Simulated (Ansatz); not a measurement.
The relaxed structure here is a generated cell of CdO: the first start was made by placing the elements on the sites of a structure type, and the end was not matched to a known phase here, so it may be hypothetical. Known forms of CdO include space group No. 225.

One stationary structure of CdO. Computed with PBEsol (plane waves to 420 eV, PAW, scalar-relativistic; Ansatz, an electronic-structure program).

Pbcm (No. 57), oP8; a = 3.0346 Å, b = 5.9667 Å, c = 5.9078 Å, α = 90.00°, β = 90.00°, γ = 90.00°.

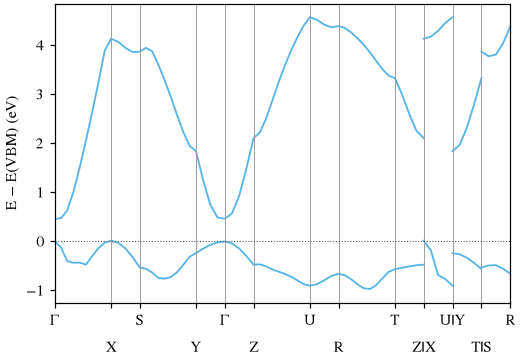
Fig. 1. Highest filled and lowest empty band along the path of this cell's Brillouin zone

Question: Read off the gap and say whether it is direct.

Answer: 0.45 eV, direct within 0.03 eV (at Γ) (no spin-orbit coupling).

Question: How far does the top valence band disperse along this path?

Answer: About 1.0 eV.

No spin polarisation in the result.

The run could not lose the symmetry of its start: the end is stationary, and may be a saddle point rather than a minimum.

It was reached from a disturbed copy of a Pmma (No. 51) cell, against which it lies -0.01 eV/atom.
